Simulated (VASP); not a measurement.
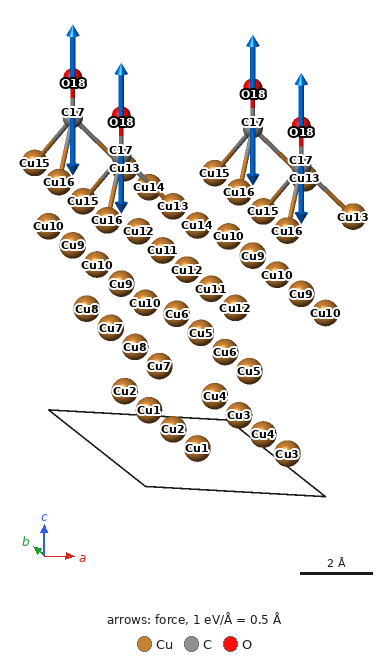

Starting geometry of a slab of composition Cu₁₆CO with the computed forces as blue arrows. A ball-and-stick model of the 1 × 2 repeat of the cell, outlined in the plane, without the vacuum, seen slightly off an axis.

The run lets the atoms move in a fixed cell. 8 atoms are held fixed.

Level of theory: VASP, Kohn-Sham DFT of a periodic cell, RPBE, VASP PAW PBE potentials, recommended.

Input file:
```
SYSTEM = Cu16CO
PREC = Normal ; ENCUT = 450
EDIFF = 1E-6 ; ISMEAR = 1
SIGMA = 0.1 ; LREAL = Auto
LASPH = .True. ; NELM = 80
ALGO = Normal ; ISIF = 2
LWAVE = .False. ; LCHARG = .False.
LDIPOL = .True. ; IDIPOL = 3
DIPOL = 0.5 0.5 0.463 ; GGA = RP
IBRION = 2 ; NSW = 90
EDIFFG = -0.03 ; KPAR = 4
```

Launched with:
```bash
cat potpaw_PBE.64/Cu/POTCAR potpaw_PBE.64/C/POTCAR potpaw_PBE.64/O/POTCAR > POTCAR
mpirun -np 4 vasp_std > vasp.out
```

### Is this structure relaxed? If not, where do the atoms go?

It isn't relaxed: the largest force vector, on C17, is 3.30 eV/Å. The final displacements have little in common with the starting forces (cosine between the two patterns 0.26). After 27 geometry steps the energy has fallen by 92.5 meV per cell of the calculation. The largest force component goes from 3.3 to 0.014 eV/Å. The largest move is that of Cu14, 0.11 Å along the normal (−c). Largest moves by element: Cu 0.11 Å, C 0.08 Å, O 0.05 Å. The cell stays as it was. Near-neighbour distances that change, for instance: Cu10–Cu14 2.602 → 2.528 Å, Cu13–C17 2.137 → 2.081 Å, Cu9–Cu13 2.602 → 2.656 Å, Cu5–Cu9 2.602 → 2.552 Å. Bond angles that change, for instance: Cu13–C17–Cu15 75.0° → 77.5°. At step 1 the optimiser overshot: the energy rose above the start, and later steps came back.
